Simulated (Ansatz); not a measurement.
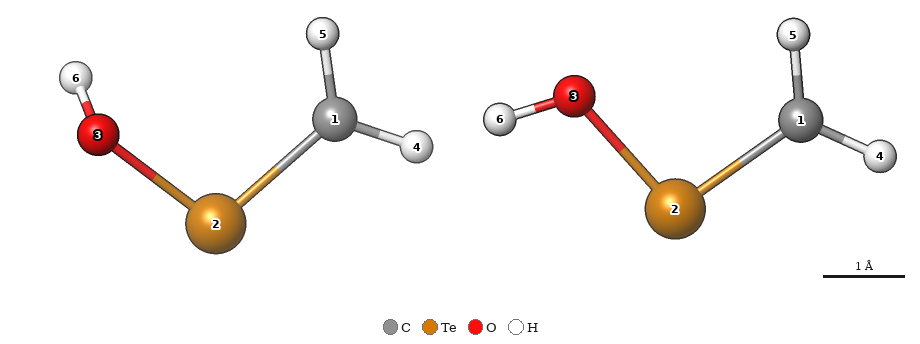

Two geometries of CH$_{3}$OTe (charge +1), drawn at one scale. One is the start of a relaxation, the other its converged end. Style: ball-and-stick. Shown face on.

Computed with RKS PBE0-D4/def2-TZVP in Ansatz. (force threshold 0.005 eV/Å; at most 200 steps)

> Which of the two is the end point?

The right one is the relaxed one. Over 18 accepted moves (24 points after the start) the energy falls by 2.76 kcal/mol. The largest force component goes from 0.75 to 0.00054 eV/Å. The line search rejected the trial steps at points 4, 7, 13, 15, 19, 23 of the run. The forces were under the threshold at step 21, but the run went on from there. H6 moves most after the best rigid fit: 0.74 Å. Largest moves by element: H 0.74 Å, O 0.59 Å, Te 0.21 Å, C 0.08 Å. Near-neighbour distances that change, for instance: C1–Te2 1.966 → 1.918 Å, Te2–O3 1.891 → 1.900 Å. Bond angles that change, for instance: Te2–O3–H6 119.2° → 113.8°, C1–Te2–O3 100.6° → 95.6°, Te2–C1–H5 123.0° → 120.8°. Groups turn about Te2–O3 by about 110°.
